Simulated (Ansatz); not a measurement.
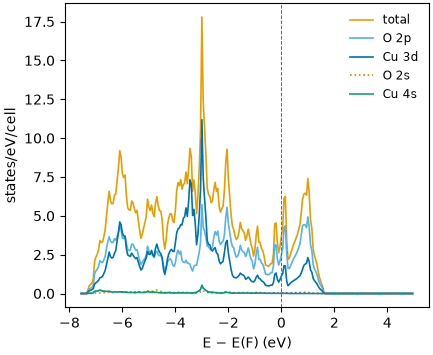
Figure. Total and projected density of states of CuO$_{2}$ in space group Cmcm (No. 63; Cu on 4c, O on 4c, O on 4c), the program Ansatz at the r²SCAN+D4 level (PAW)

### Question
Which orbitals carry the states next to the Fermi level?

### Answer
Within 0.5 eV of the Fermi level: O 2p 70 %, Cu 3d 28 %. Projections are on Löwdin-orthogonalised atomic valence shells; empty p or d shells of many metals are not among them.

### Question
Where is the tallest occupied peak in this window, and what makes it?

### Answer
Near -3.0 eV, about 18 states/eV per cell; the largest projected share is Cu 3d.

The workflow started from a Materials Project entry (that database holds measured and hypothetical structures alike); the Crystallography Open Database copy checked does not list it. Its standing as an ambient phase is unchecked. The r²SCAN+D4 relaxation kept the symmetry of its start; whether a distortion lowers the energy is not shown. No spin polarisation was allowed. No Hubbard U is applied. Without spin polarisation and U, an open-shell compound can come out a false metal.

Potentials: the later of the program's two PAW sets.
